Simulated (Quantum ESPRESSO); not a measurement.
One Cl site of CsPbCl3 in Pm-3m, with the coupling taken from the PAW reconstruction of the field gradient on a scalar-relativistic PBE ground state (a modified build of Quantum ESPRESSO, JTH datasets) (|Q| = 0.0817 barn). The cell comes from the Materials Project (a computed structure). It is CsPbCl3 in Pm-3m. Stability against distortions was not tested. Cores are frozen. Against all-electron runs on small test molecules, this scheme's |Vzz| missed by −3 to −9 % on Cl.

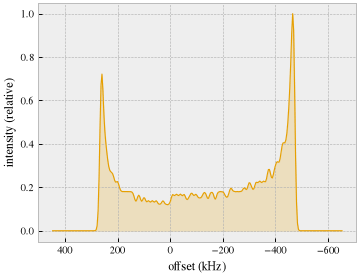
Fig. 1. Simulated static powder pattern of the ³⁵Cl central transition at 11.7 T (Larmor frequency ν0 = 48.9 MHz, I = 3/2), second-order quadrupolar broadening alone, zero at the isotropic chemical shift

**Question.** Estimate |C_Q| and η_Q from the pattern.

**Answer.** 
|C_Q| ≈ 17 MHz and η_Q ≈ 0.0. The pattern runs from -471 to 265 kHz before smoothing, a width that goes as C_Q²/ν0, with its centre of gravity at -141 kHz.
